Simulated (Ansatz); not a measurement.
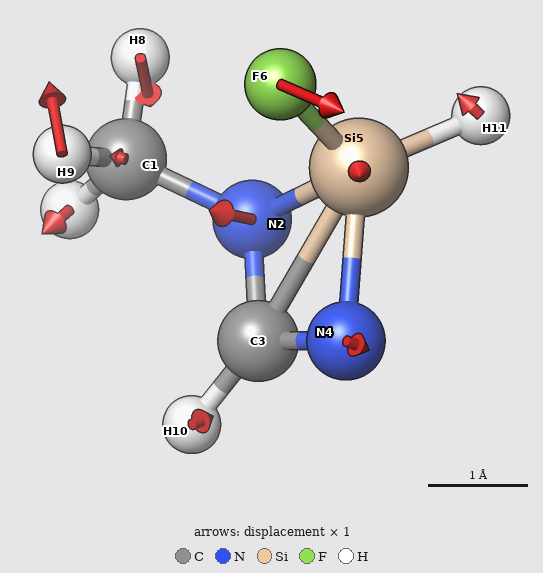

A relaxation of C$_{2}$H$_{5}$FN$_{2}$Si (coarse preliminary run). The starting structure is drawn; red arrows show the displacements, at their true length. The two geometries are superimposed by the best rigid fit.

Style: ball-and-stick. Shown at a tilt.

The start comes from a force field.

These are results of RKS PBE-D4/def2-SVP (Ansatz), not measurements. (force threshold 0.03 eV/Å; at most 200 steps)

What happened in the run?

The atom that moves furthest after the best rigid fit is the F atom (0.95 Å). By element the largest moves are F 0.95 Å, H 0.92 Å, N 0.71 Å, Si 0.28 Å, C 0.20 Å. Among the contacts that change: N–Si 1.663 → 1.799 Å, C–H 1.172 → 1.110 Å, C–H 1.053 → 1.111 Å, C–N 1.259 → 1.316 Å. Among the angles between lasting bonds that change: C–N–Si 124.1° → 144.7°, C–Si–F 113.2° → 130.8°, F–Si–H 119.2° → 106.7°. The energy falls by 25.2 kcal/mol in 18 accepted moves (21 points after the start). Largest force component: 4.3 eV/Å at the start, 0.019 eV/Å at the end. The line search rejected the trial steps at points 13, 18, 20 of the run. The forces were under the threshold at step 17, but the run went on from there.
